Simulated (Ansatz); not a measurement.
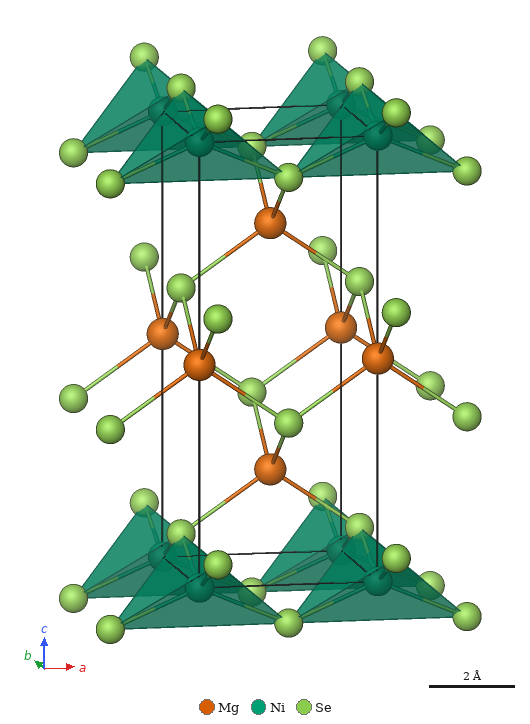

The figure gives a polyhedral picture of the atoms, viewed slightly off an axis. The edges of the conventional unit cell are marked. A few atoms beyond the faces are included.

Mg$_{3}$NiSe$_{4}$, space group P-4m2 (No. 115), a = 4.298 Å, b = 4.298 Å, c = 10.678 Å, α = 90.00°, β = 90.00°, γ = 90.00°. Provenance: a structure type filled with these elements by a generator (whether the compound takes this form wasn't checked). Earlier steps of the study, as a rule a relaxation of our own, may have changed the cell and positions, so they can lie some per cent off the listed ones. It was run through Ansatz as a DFT input.

This one geometry was computed with Ansatz (DFT, plane waves, PAW) at three levels of theory: PBE, r2SCAN and PBEsol.

Which level gives the highest pressure at this volume, and what does that say about its equilibrium volume?

Highest: PBE (0.0 GPa), which points to the largest equilibrium volume. Lowest, with the smallest volume: PBEsol (-2.0 GPa). Levels within 0.5 GPa of each other can't be told apart.

How does the band gap change with the level of theory?

All levels give a metal.

Collect the results in a table.

| level | cutoff (eV) | k-mesh of the run's cell | gap (eV) | pressure (GPa) |
| --- | --- | --- | --- | --- |
| PBE | 420 | 10×10×4 | metal | 0.0 |
| r2SCAN | 500 | 10×10×4 | metal | -1.3 |
| PBEsol | 420 | 10×10×4 | metal | -2.0 |

Gaps are taken on the k-mesh or band path of each run.
